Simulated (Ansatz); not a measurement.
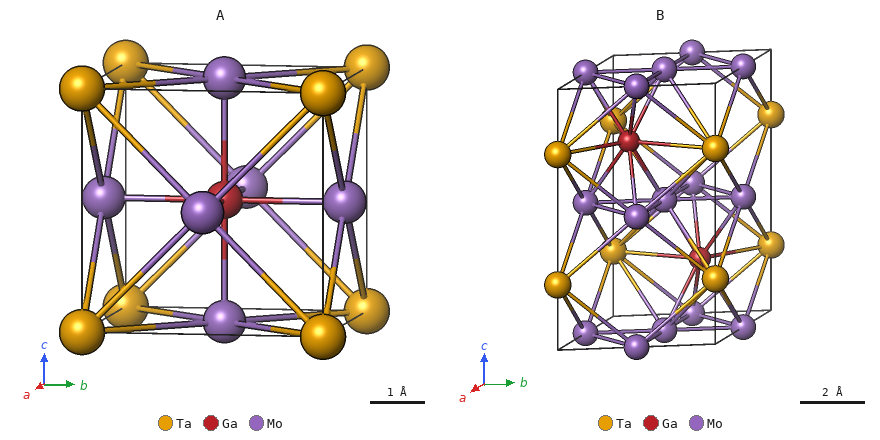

Two structures of TaGaMo₃, each relaxed to rest (conventional cells in solid outline, small ones repeated, not to one scale). Method: Ansatz, DFT PBE, scalar-relativistic, plane waves, PAW, without spin polarisation.

> What are A and B?

A: 5 atoms a cell on a primitive cubic lattice, Pm-3m. B: 10 atoms a cell on a primitive hexagonal lattice, P6_3/mmc.

> A or B: which is lower in energy?

B is lower, by 666 meV/atom at this level of theory (energies at zero smearing). Volumes: A 18.9, B 18.6 Å³/atom.

One or both may be structure types tried for this composition rather than known phases.
